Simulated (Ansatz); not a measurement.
Input file:

```
crystal:
  periodic: [false, false, false]
  atoms:
    - {symbol: C, position_ang: [-1.215799, 0.966190, -0.183837]}
    - {symbol: C, position_ang: [-0.240835, 0.211056, -0.683926]}
    - {symbol: Si, position_ang: [0.813390, -0.801763, 0.429127]}
    - {symbol: F, position_ang: [0.708676, -2.347076, 0.057245]}
    - {symbol: Br, position_ang: [2.939251, -0.239309, 0.207829]}
    - {symbol: H, position_ang: [-1.848238, 1.586551, -0.812043]}
    - {symbol: H, position_ang: [-1.424369, 0.999123, 0.882369]}
    - {symbol: H, position_ang: [-0.061572, 0.212194, -1.756579]}
    - {symbol: H, position_ang: [0.418095, -0.633165, 1.842617]}
basis:
  gaussian: {orbitals: def2-TZVPP}
hamiltonian: {xc: pbe0, dispersion: d4}
output: {orbitals: {seedname: orbitals}}
```

Run with:

```sh
ansatz run in.yaml --threads 2 --pin off --events-out ev --progress --plain --max-ram 32768MiB --backend cpu
```

Geometry: PBE0-D4/def2-TZVP.

Theory: RKS PBE0-D4/def2-TZVPP in Ansatz 0.2.0.

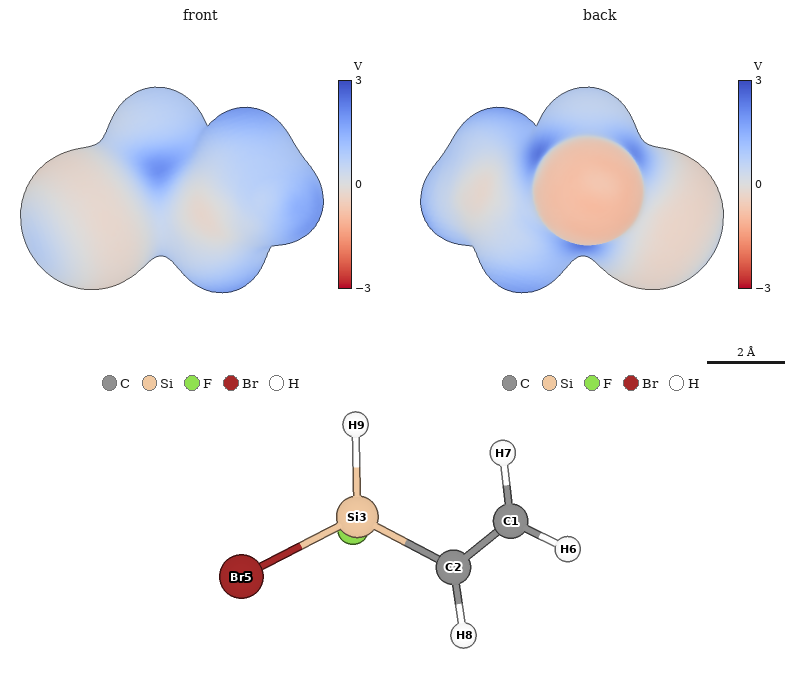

C2H4BrFSi (SMILES C=C[SiH](F)Br). The molecular electrostatic potential painted on the density surface at 0.004 e/bohr³, seen from the front and from behind; the colour scale runs from red (negative) to blue (positive). The bare structure is drawn below in the same view.

Q: Where is the surface potential most negative and most positive?

A: The most negative region (about −0.9 V) lies over F4, the most positive (about +2.1 V) over Si3. Br5 shows a σ-hole: about +0.7 V at the tip opposite its bond, against about −0.2 V on its flanks.
